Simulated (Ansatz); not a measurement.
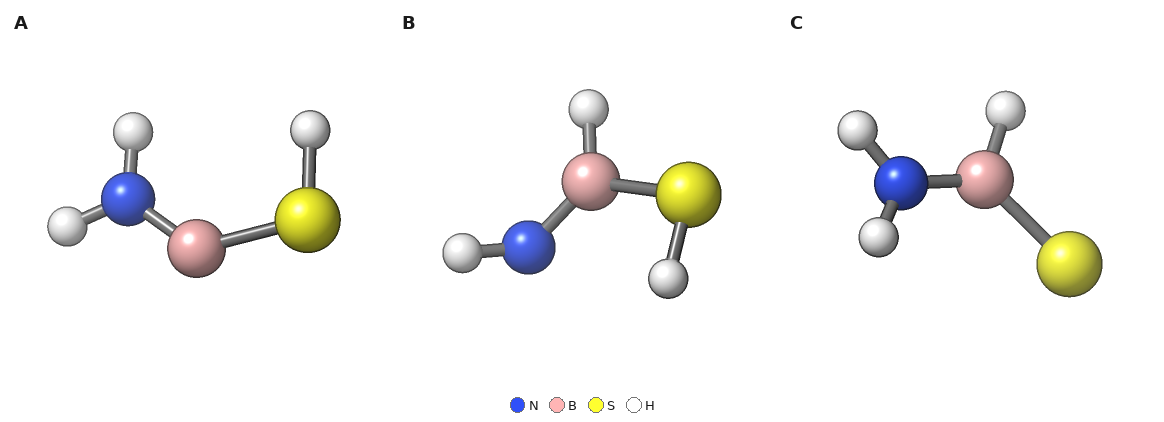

3 stationary structures of one formula. State: neutral, doublet. Geometries: PBE-D4/def2-SVP. Electronic energies: PBE-D4/def2-SVP (Ansatz 0.2.0), without zero-point energy. No frequency run is at hand to confirm each as a minimum.

Which is lowest in energy, and by how much?

C is lowest (Cs); A lies 17.4 kcal/mol above it (Cs), B lies 28.2 kcal/mol above it (C1).
